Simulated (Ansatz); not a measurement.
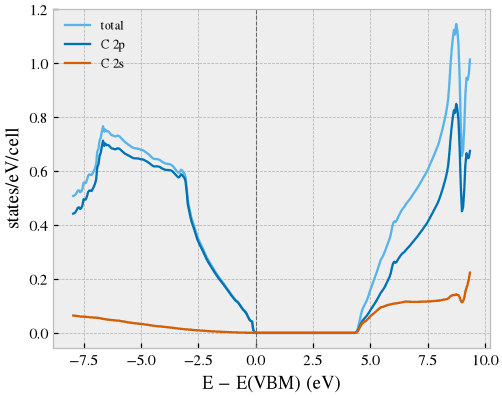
Figure. Total and projected density of states of C (diamond, space group No. 227), the program Ansatz at the r²SCAN+D4 level (PAW)

Task: Which orbitals carry the states next to the gap?

Result: Top 1 eV of the valence band: C 2p 98 %. Bottom 1 eV of the conduction band: C 2p 53 %, C 2s 38 %, outside the projected shells 9 %. Projections are on Löwdin-orthogonalised atomic valence shells; empty p or d shells of many metals are not among them.

Task: Where is the tallest occupied peak in this window, and what makes it?

Result: Near -6.7 eV, about 0.77 states/eV per cell; the largest projected share is C 2p.

Space group Fd-3m (diamond). Symmetry was held in the r²SCAN+D4 relaxation.

Potentials: the later of the program's two PAW sets.
